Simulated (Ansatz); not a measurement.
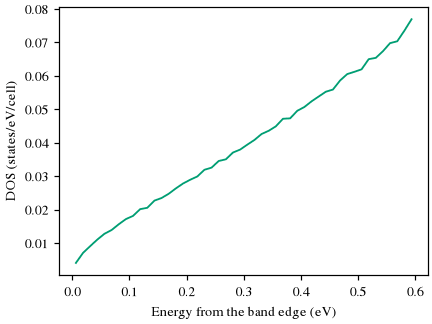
Density of states of TlBr (Pm-3m) above the conduction band minimum, PBEsol+D3BJ with spin-orbit coupling, rigid bands run with Ansatz (a program for electronic structure); cell volume 56.7 Å³.

Task: What effective density of states at 300 K does this give (∫ g(E) exp(−E/k_BT) dE, both spins, divided by the cell's size)?

Result: 3.5e18 cm⁻³, a density-of-states mass of 0.27 mₑ, valleys and band degeneracy included.

Geometry: cell and atoms relaxed with PBEsol+D3(BJ).
